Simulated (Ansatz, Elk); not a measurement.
# How far do independent atoms describe Na2GaF4?

The structure of Na2GaF4 used here is made up (a known structure type with other elements) and was relaxed beforehand with PBEsol. The aim is the Fourier transform of its all-electron density, F(hkl), set beside the sum over free spherical atoms that refinements use.

Main program and level: Elk 11.2.3 (patched build); DFT, PBE, all-electron APW+lo, Dirac cores, scalar-relativistic bands, static density, no spin.

The structure was built from a prototype and need not be the compound's stable phase.

### Step 1. Starting point

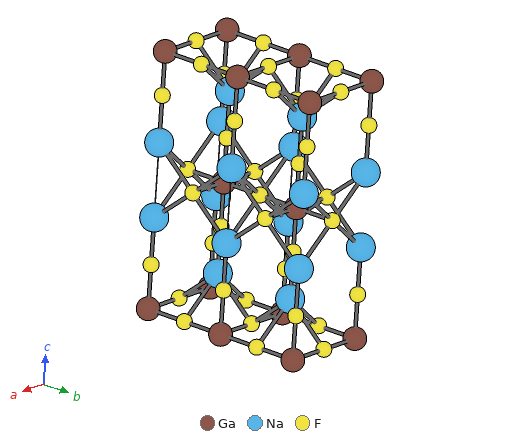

The starting structure, seen from a free direction (gallium brown, sodium blue, fluorine yellow). 1×2×1 cells are drawn. This picture shows the conventional cell, with its axes. Some periodic images of atoms are drawn too.

### Step 2. Ground state and structure factors

An all-electron density is needed, since X-rays see the cores too. Task 0 finds the density and task 195 Fourier-transforms it; tshift is off so that phases refer to the origin typed.

Contents of elk.in:

```
tasks
  0
  195

xctype
  20

spinpol
  .false.

rgkmax
  7.0

gmaxvr
  14.0

lmaxo
  7

lmaxapw
  8

swidth
  0.002

tshift
  .false.

ramdisk
  .false.

hmaxvr
  5.5

maxscl
  120

epspot
  1e-06

sppath
  './'

avec
  -3.91194060088 3.91194060088 11.26499015162
  3.91194060088 -3.91194060088 11.26499015162
  3.91194060088 3.91194060088 -11.26499015162

atoms
  3
  'Ga.in'
  1
  0.0000000000 0.0000000000 0.0000000000   0.000000 0.000000 0.000000
  'Na.in'
  2
  0.6455938960 0.6455938960 -0.0000000000   0.000000 0.000000 0.000000
  0.3544061040 0.3544061040 -0.0000000000   0.000000 0.000000 0.000000
  'F.in'
  4
  0.0000000000 0.5000000000 0.5000000000   0.000000 0.000000 0.000000
  0.5000000000 0.0000000000 0.5000000000   0.000000 0.000000 0.000000
  0.8286579039 0.8286579039 -0.0000000000   0.000000 0.000000 0.000000
  0.1713420961 0.1713420961 -0.0000000000   0.000000 0.000000 0.000000

ngridk
  8 8 8
```

Started as:

```console
OMP_NUM_THREADS=4 elk
```

Numbers of over 12 decimals in the logs are rounded to 6 here.

The program printed:

```text
┌─────────────────────────┐
│ Elk code version 11.2.3 │
└─────────────────────────┘

All units are atomic (Hartree, Bohr, etc.)

┌─────────────────────────────────────────────────┐
│ Ground-state run starting from atomic densities │
└─────────────────────────────────────────────────┘

Lattice vectors :
  -3.911940601       3.911940601       11.26499015
   3.911940601      -3.911940601       11.26499015
   3.911940601       3.911940601      -11.26499015

Reciprocal lattice vectors :
  0.1173416771E-16  0.8030778005      0.2788810830
  0.8030778005      0.1173416771E-16  0.2788810830
  0.8030778005      0.8030778005      0.4029053485E-17

Unit cell volume      :    689.5651608
Brillouin zone volume :   0.3597197590

Muffin-tin inner radius fraction :   0.1000000000E-01

Nuclei treated as point charges

Species : 1 (Ga)
 parameters loaded from : Ga.in
 name : gallium
 nuclear charge    :   -31.00000000
 electronic charge :    31.00000000
 atomic mass :    127097.2539
 muffin-tin radius :    2.078364027
 number of radial points in muffin-tin :    993
 inner part over the whole radius :   0.9904425035E-02
 number on inner part of muffin-tin    :    699
 approximate nuclear radius :   0.7562051033E-04
 number of mesh points to nuclear radius :    342
 atomic positions (lattice), magnetic fields (Cartesian) :
  1 :   0.00000000  0.00000000  0.00000000    0.00000000  0.00000000  0.00000000

Species : 2 (Na)
 parameters loaded from : Na.in
 name : sodium
 nuclear charge    :   -11.00000000
 electronic charge :    11.00000000
 atomic mass :    41907.78703
 muffin-tin radius :    2.200000000
 number of radial points in muffin-tin :    793
 inner part over the whole radius :   0.9883648912E-02
 number on inner part of muffin-tin    :    551
 approximate nuclear radius :   0.5574345702E-04
 number of mesh points to nuclear radius :    238
 atomic positions (lattice), magnetic fields (Cartesian) :
  1 :  -0.35440610 -0.35440610  0.00000000    0.00000000  0.00000000  0.00000000
  2 :   0.35440610  0.35440610  0.00000000    0.00000000  0.00000000  0.00000000

Species : 3 (F)
 parameters loaded from : F.in
 name : fluorine
 nuclear charge    :   -9.000000000
 electronic charge :    9.000000000
 atomic mass :    34631.97045
 muffin-tin radius :    1.731970023
 number of radial points in muffin-tin :    593
 inner part over the whole radius :   0.9895270791E-02
 number on inner part of muffin-tin    :    408
 approximate nuclear radius :   0.5278478738E-04
 number of mesh points to nuclear radius :    176
 atomic positions (lattice), magnetic fields (Cartesian) :
  1 :   0.00000000  0.50000000  0.50000000    0.00000000  0.00000000  0.00000000
  2 :   0.50000000  0.00000000  0.50000000    0.00000000  0.00000000  0.00000000
  3 :  -0.17134210 -0.17134210  0.00000000    0.00000000  0.00000000  0.00000000
  4 :   0.17134210  0.17134210  0.00000000    0.00000000  0.00000000  0.00000000

Total number of atoms per unit cell :    7
Total muffin-tin volume :    213.8603454
 ratio of muffin-tin to unit cell volume :   0.3101379791

Spin treatment :
 spin-unpolarised

Number of Bravais lattice symmetries :   16
Number of crystal symmetries         :   16
Crystal has inversion symmetry
Real symmetric eigensolver will be used

k-point grid :      8     8     8
k-point offset :    0.000000000       0.000000000       0.000000000
k-point set is reduced with full crystal symmetry group
Total number of k-points :       59

Muffin-tin radius times maximum |G+k| :    7.000000000
 using average radius
Maximum |G+k| for APW functions       :    3.655013258
Maximum (1/2)|G+k|²                   :    6.679560960
Maximum |G| for potential and density :    14.00000000
Constant for pseudocharge density :    8
 order of it for each species :   15  15  15
 order of it for pair densities of each species (exact exchange by exxq0 0: 16) :   12  13   7
Radial integration step length :    1

G-vector grid sizes :     56    56    56
Number of G-vectors :    31955

[...]
exchange                    :     -143.40481242235
 correlation                 :     -3.535576
 electron entropic           :    -0.36282817282467E-03
 total energy                :     -2669.7526703587

Density of states at Fermi energy :    28.39654954
 (states/Hartree/unit cell)

Estimated indirect band gap :   0.1050440846E-02
 from k-point 48 to k-point 8
Estimated direct band gap   :   0.9536084867E-01
 at k-point 49

Charges :
 core                        :    30.00000000
 valence                     :    59.00000000
 interstitial                :    5.312813251
 muffin-tins (core leakage)
  species : 1 (Ga)
[...]
species : 2 (Na)
[...]
species : 3 (F)
[...]
total in muffin-tins        :    83.68718675
 total calculated charge     :    88.99454270
 total charge                :    89.00000000
 error                       :   0.5457299489E-02

RMS change in Kohn-Sham potential (target) :   0.9929849340     (  0.1000000000E-05)
Absolute change in total energy (target)   :   0.4250653859     (  0.1000000000E-03)

[... loops 3 to 13 left out ...]

┌──────────────────┐
│ Loop number : 14 │
└──────────────────┘

Energies :
 Fermi                       :     0.123718
 sum of occupied eigenvalues :     -1489.1560044011
 electron kinetic            :      2707.2659157809
 core electron kinetic       :      2371.5891343940
 Coulomb                     :     -5229.9189446876
 Coulomb potential           :     -4007.2042441784
 nuclear-nuclear             :     -357.23425403064
 electron-nuclear            :     -5748.0258241807
 Hartree                     :      875.34113352375
 Madelung                    :     -3226.3168225983
 xc potential                :     -189.21767600358
 exchange                    :     -142.63225467412
 correlation                 :     -3.531249
 electron entropic           :    -0.34823105067238E-03
 total energy                :     -2668.8168811521

Density of states at Fermi energy :    27.22954813
 (states/Hartree/unit cell)

Estimated indirect band gap :   0.6028213180E-03
 from k-point 48 to k-point 8
Estimated direct band gap   :   0.9553219499E-01
 at k-point 49

Charges :
 core                        :    30.00000000
 valence                     :    59.00000000
 interstitial                :    5.935935229
 muffin-tins (core leakage)
  species : 1 (Ga)
[...]
species : 2 (Na)
[...]
species : 3 (F)
[...]
total in muffin-tins        :    83.06406477
 total calculated charge     :    88.99466131
 total charge                :    89.00000000
 error                       :   0.5338693742E-02

RMS change in Kohn-Sham potential (target) :   0.8480180679E-06 (  0.1000000000E-05)
Absolute change in total energy (target)   :   0.7531736583E-04 (  0.1000000000E-03)

Convergence targets achieved

┌──────────────────┐
│ Loop number : 15 │
└──────────────────┘

Energies :
 Fermi                       :     0.123718
 sum of occupied eigenvalues :     -1489.1560091209
 electron kinetic            :      2707.2659132541
 core electron kinetic       :      2371.5891322353
 Coulomb                     :     -5229.9189420281
 Coulomb potential           :     -4007.2042432105
 nuclear-nuclear             :     -357.23425403064
 electron-nuclear            :     -5748.0258198299
 Hartree                     :      875.34113183244
 Madelung                    :     -3226.3168204228
 xc potential                :     -189.21767916442
 exchange                    :     -142.63225464951
 correlation                 :     -3.531249
 electron entropic           :    -0.34823108106517E-03
 total energy                :     -2668.8168809952

Density of states at Fermi energy :    27.22955030
 (states/Hartree/unit cell)

Estimated indirect band gap :   0.6028209929E-03
 from k-point 48 to k-point 8
Estimated direct band gap   :   0.9553215763E-01
 at k-point 49

Charges :
 core                        :    30.00000000
 valence                     :    59.00000000
 interstitial                :    5.935934779
 muffin-tins (core leakage)
  species : 1 (Ga)
[...]
species : 2 (Na)
[...]
species : 3 (F)
[...]
atom 2                    :    8.537806332     ( -0.2829088319E-06)
   atom 3                    :    8.525995687     ( -0.2829108112E-06)
   atom 4                    :    8.525995687     ( -0.2829108112E-06)
 total in muffin-tins        :    83.06406522
 total calculated charge     :    88.99466131
 total charge                :    89.00000000
 error                       :   0.5338694406E-02

┌──────────────────────────────┐
│ Self-consistent loop stopped │
└──────────────────────────────┘

Warning : core states of species 1 leak from the muffin-tin :   0.4025506556E-02

Wrote STATE.OUT
```

The job ended after 53 s (4 threads of Intel Xeon Platinum 8488C (Sapphire Rapids), shared host; peak memory 0.27 GiB; 2.9 min of CPU time).

SFACRHO.OUT:

```text

h k l indices transformed by vhmat matrix:
   1.000000000       0.000000000       0.000000000    
   0.000000000       1.000000000       0.000000000    
   0.000000000       0.000000000       1.000000000    

      h      k      l  multipl.   |H|            Re(F)            Im(F)           |F|

      0      0      0      1   0.0000000       89.000005      0.49310316E-16   89.000005    
      1      1     -1      2  0.55776217       31.753377      -0.0000000       31.753377    
      0     -1      1      8  0.85012270       23.918501     -0.59810244E-15   23.918501    
     -2     -2      2      2   1.1155243       19.844931      0.47848195E-14   19.844931    
      1     -1      0      4   1.1357235       43.443677     -0.17206294E-16   43.443677    
      2      1     -2      8   1.1597008       27.064766     -0.91958250E-14   27.064766    
     -1     -1      2      8   1.2652931      -1.0153060      0.53829219E-14   1.0153060    
      2      2     -3      8   1.5919367      -7.0768502     -0.59810244E-14   7.0768502    
      1     -1     -1      4   1.6061556       63.231293      0.15656905E-14   63.231293    
      3      2     -2      8   1.6091303       33.106645      0.59810244E-14   33.106645    
     -3     -3      3      2   1.6732865       57.112739     -0.14503984E-13   57.112739    
      2      0      0      8   1.7002454       24.350569     -0.35886146E-14   24.350569    
     -2      1      1     16   1.8172629       18.740635     -0.35886146E-14   18.740635    
      3      1     -3      8   1.9555384       15.816107     -0.29905122E-14   15.816107    
     -3      0      2     16   1.9810708       24.049854      0.10317267E-13   24.049854    
     -2     -4      3      8   2.0223144       30.663713     -0.35886146E-14   30.663713    
     -3     -4      3      8   2.1108984       10.755782     -0.16148766E-13   10.755782    
     -4     -4      4      2   2.2310487       29.573346      0.11363946E-13   29.573346
```

Elk indexes on the primitive cell of elk.in and gives |H| = 4π sin θ/λ in inverse bohr. Below, one row stands for each form hkl of the conventional cell (m members, Friedel mates merged), F is for one primitive cell and the density is static (no thermal factor). Free-atom factors are Waasmaier and Kirfel's, and R is Σm||F|−|F'||/Σm|F|.

```
hkl   m  sin θ/λ (Å⁻¹)  abs F, DFT  neutral atoms   diff.
002   2          0.084      31.753         31.792  -0.039
101   8          0.128      23.919         23.738  +0.181
004   2          0.168      19.845         19.629  +0.216
110   4          0.171      43.444         43.467  -0.023
103   8          0.174      27.065         27.636  -0.572
112   8          0.190       1.015          0.381  +0.635
114   8          0.239       7.077          6.788  +0.289
200   4          0.241      63.231         62.948  +0.284
105   8          0.242      33.107         33.039  +0.067
006   2          0.252      57.113         56.898  +0.215
202   8          0.256      24.351         24.317  +0.034
211  16          0.273      18.741         18.706  +0.035
204   8          0.294      15.816         15.805  +0.011
213  16          0.298      24.050         24.183  -0.133
```

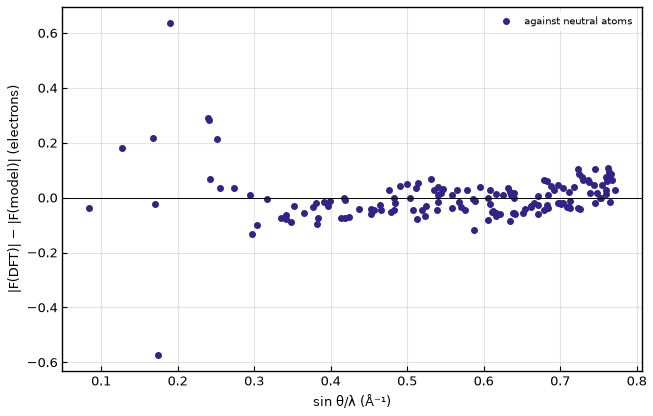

Difference between the calculated structure factors and the independent-atom ones.

### Step 3. The highest occupied states alone

An energy window below the Fermi level keeps the highest occupied states, to see at which angles they scatter; shallow core shells can lie inside it and anion s states outside. No new self-consistency is needed.

Changes to elk.in since step 2:

```diff
@@ -1,3 +1,2 @@
 tasks
-  0
   195
@@ -40,2 +39,5 @@
 
+wsfac
+  -0.243780 0.423720
+
 sppath
```

Started as:

```console
OMP_NUM_THREADS=4 elk
```

The program printed:

```text
┌─────────────────────────────────┐
│ Elk code version 11.2.3 started │
└─────────────────────────────────┘

Info(readinput): the functional depends on the density's gradient
 muffin-tin radial points multiplied by    2.00000
 (not where nrmtscf is given)

┌────────────────────┐
│ Current task : 195 │
└────────────────────┘
Info(checkmt): changed muffin-tin radius of species 1 (Ga) from   2.4000 to   2.0784
Info(checkmt): changed muffin-tin radius of species 3 (F) from   2.0000 to   1.7320

Info(sfacrho): density structure factors written to SFACRHO.OUT

 Energy window :  -0.2437800000      0.4237200000

┌──────────────────┐
│ Elk code stopped │
└──────────────────┘
```

It took 6.7 s on 4 threads; peak memory 0.18 GiB; 9 s of CPU time.

States within 10 eV below the Fermi level hold 24.09 electrons; any levels below the window count with the cores, and a count that is not whole means the window cuts a band. Their amplitudes can exceed the total, where window and core parts have opposite phase:

```
hkl  sin θ/λ (Å⁻¹)  abs F, window  abs F, all
002          0.084          5.194      31.753
101          0.128          4.994      23.919
004          0.168          4.956      19.845
110          0.171          0.783      43.444
103          0.174          7.337      27.065
112          0.190         10.674       1.015
114          0.239          7.775       7.077
200          0.241         11.716      63.231
105          0.242          3.851      33.107
006          0.252         10.978      57.113
```

### Step 4. Another functional

The difference from free atoms is small, so it is set against the change that LDA (Perdew-Wang) makes.

Changes to elk.in since step 3:

```diff
@@ -1,2 +1,3 @@
 tasks
+  0
   195
@@ -4,3 +5,3 @@
 xctype
-  20
+  3
 
@@ -39,5 +40,2 @@
 
-wsfac
-  -0.243780 0.423720
-
 sppath
```

Started as:

```console
OMP_NUM_THREADS=4 elk
```

The program printed:

```text
┌─────────────────────────┐
│ Elk code version 11.2.3 │
└─────────────────────────┘

All units are atomic (Hartree, Bohr, etc.)

┌─────────────────────────────────────────────────┐
│ Ground-state run starting from atomic densities │
└─────────────────────────────────────────────────┘

Lattice vectors :
  -3.911940601       3.911940601       11.26499015
   3.911940601      -3.911940601       11.26499015
   3.911940601       3.911940601      -11.26499015

Reciprocal lattice vectors :
  0.1173416771E-16  0.8030778005      0.2788810830
[...]
species : 1 (Ga)
[...]
species : 2 (Na)
[...]
species : 3 (F)
[...]
atom 3                    :    8.496406627     ( -0.4548794831E-05)
   atom 4                    :    8.496406627     ( -0.4548794831E-05)
 total in muffin-tins        :    82.96169057
 total calculated charge     :    88.99455711
 total charge                :    89.00000000
 error                       :   0.5442891816E-02

┌──────────────────────────────┐
│ Self-consistent loop stopped │
└──────────────────────────────┘

Warning : core states of species 1 leak from the muffin-tin :   0.4148783017E-02

Wrote STATE.OUT
[key lines of the parts left out:]
total energy                :     -2662.4316787901
```

The job ended after 43 s (4 threads; peak memory 0.25 GiB).

Against the first run R = 0.08 %; the largest change is -0.121 at 200.

### Step 5. A coarser k-mesh

About half the k-points along each axis test the sampling.

Changes to elk.in since step 4:

```diff
@@ -5,3 +5,3 @@
 xctype
-  3
+  20
 
@@ -65,2 +65,2 @@
 ngridk
-  8 8 8
+  4 4 4
```

Started as:

```console
OMP_NUM_THREADS=4 elk
```

The program printed:

```text
┌─────────────────────────┐
│ Elk code version 11.2.3 │
└─────────────────────────┘

All units are atomic (Hartree, Bohr, etc.)

┌─────────────────────────────────────────────────┐
│ Ground-state run starting from atomic densities │
└─────────────────────────────────────────────────┘

Lattice vectors :
  -3.911940601       3.911940601       11.26499015
   3.911940601      -3.911940601       11.26499015
   3.911940601       3.911940601      -11.26499015

Reciprocal lattice vectors :
  0.1173416771E-16  0.8030778005      0.2788810830
[...]
species : 1 (Ga)
[...]
species : 2 (Na)
[...]
species : 3 (F)
[...]
atom 3                    :    8.525864700     ( -0.2829108365E-06)
   atom 4                    :    8.525864700     ( -0.2829108365E-06)
 total in muffin-tins        :    83.06130227
 total calculated charge     :    88.99466341
 total charge                :    89.00000000
 error                       :   0.5336594907E-02

┌──────────────────────────────┐
│ Self-consistent loop stopped │
└──────────────────────────────┘

Warning : core states of species 1 leak from the muffin-tin :   0.4024428578E-02

Wrote STATE.OUT
[key lines of the parts left out:]
total energy                :     -2668.8178109794
```

It took 29 s on 4 threads; peak memory 0.24 GiB; 66 s of CPU time.

Against the first run R = 0.00 %; the largest change is -0.003 at 200.

### Step 6. Settings against the effect

```
              run  R against the first run (%)  R against neutral atoms, low angle (%)  wall time
    PBE, rgkmax 7                         0.00                                    0.80       53 s
LDA (Perdew-Wang)                         0.08                                    0.68       43 s
     k-mesh 4×4×4                         0.00                                    0.80       29 s
```

### Step 7. Outcome

```
R against neutral atoms, sin θ/λ < 0.3 Å⁻¹ : 0.80 %
R against neutral atoms, 0.3 to 0.77 Å⁻¹   : 0.29 %
```

What this shows: Independent neutral atoms miss the calculated amplitudes by R = 0.80 % below 0.3 Å⁻¹ and 0.29 % from there to 0.77 Å⁻¹; by shells, 0.60 % below 0.15 Å⁻¹ (2 forms), 0.83 % 0.15 to 0.3 (12 forms), 0.24 % 0.3 to 0.45 (21 forms), 0.30 % above 0.45 (114 forms). Bonding, aspherical density and the tables' own atoms all enter these figures, and the runs don't part them. The largest change of an amplitude is +0.63 electrons, at 112. Weak lines can change much in proportion: 112 goes from 0.38 to 1.02. The window's part falls from 24.1 electrons at the origin to at most 3.50 between 0.45 and 0.77 Å⁻¹, where compact states inside the window still scatter. Below 0.3 Å⁻¹ the changes that finished (LDA (Perdew-Wang) and k-mesh 4×4×4) move F by R = 0.14 % at most, against the 0.80 % that separates it from free atoms. The basis has no finished test. The electron count is odd, so without spin the run is a metal by force. Part of the difference isn't bonding: the tables are fits to free atoms and ions calculated by other methods than this functional. Thermal motion, anomalous dispersion and extinction are left out.

[Logs are printed without paths, hosts, clocks, repeated set-up lines and the standing remarks that a program may print on its own settings, such as how far it seeks lower states.]

[Hosts, paths, dates, database ids (printed as entryN), source tags and the programs' standing remarks are cut or masked in the printed files.]
